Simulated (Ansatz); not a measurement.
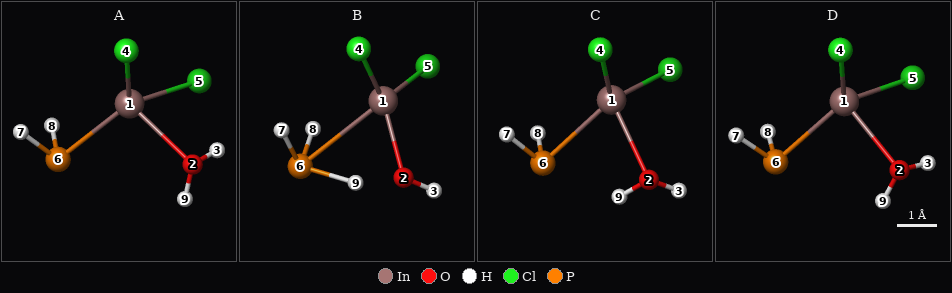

4 geometries from a converged minimum-energy path of InPH₄OCl₂, made up at the start of InHOCl$_{2}$ and PH3, shuffled. Style: ball-and-stick. Shown at a tilt.

These are results of RKS PBE-D4/def2-SVP (Ansatz 0.2.0), not measurements. Set-up: 5 movable images; climbing image; force threshold 0.03 eV/Å; iteration limit 60; starting path through a guess of the saddle point.

Q: Which frame is the top of the path?

A: B. In order along the path, whose images run from 0 to 6: B (image 1, +30.4 kJ/mol), C (image 3, −79.9 kJ/mol), D (image 5, −100.8 kJ/mol), A (image 6, −103.7 kJ/mol). Breaking: P6–H9 (1.45 → 1.62 at the top → 3.67 Å). Forming: In1–P6 (3.23 → 2.88 at the top → 2.52 Å), O2–H9 (2.54 → 1.44 at the top → 0.98 Å).

The run took 120 s on 4 threads of Arm Neoverse V1, on a shared host, peak memory 0.19 GiB.
